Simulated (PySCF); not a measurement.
C2H6BF3Si, SMILES C(B)C[Si](F)(F)F at its GFN2-xTB optimised geometry (Å):

```
13

B      0.6837    -0.1863    -3.4104
C     -0.7055    -0.4250    -2.7240
C     -0.6963    -1.1519    -1.3642
Si     0.1377    -0.1727     0.0000
F     -0.2376    -0.6596     1.4675
F      1.7259    -0.1727     0.0000
F     -0.2381     1.3726     0.0000
H      1.6610    -0.6627    -2.9851
H      0.7227     0.4503    -4.3893
H     -1.2377     0.5245    -2.6182
H     -1.3204    -1.0058    -3.4216
H     -0.2016    -2.1178    -1.4850
H     -1.7259    -1.3726    -1.0669
```

Level of theory: PBE/def2-TZVP (PySCF). Cells within 0.4 Å of a nucleus heavier than hydrogen are left out (blank, or x).

Map of the electrostatic potential (hartree/e), clipped to [-0.08, 0.12] on the plane z = 0.0 Å:

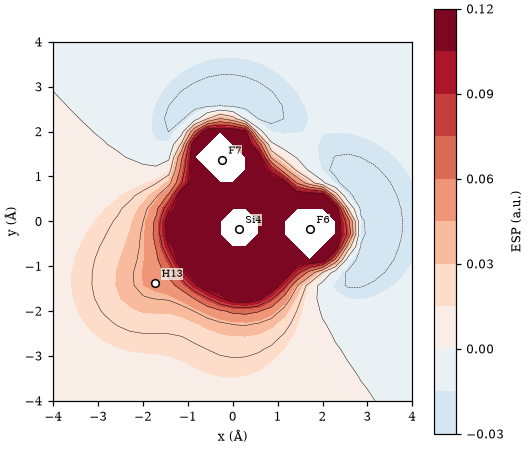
Electrostatic potential (hartree/e), clipped to [-0.08, 0.12] on the plane z = 0.0 Å.
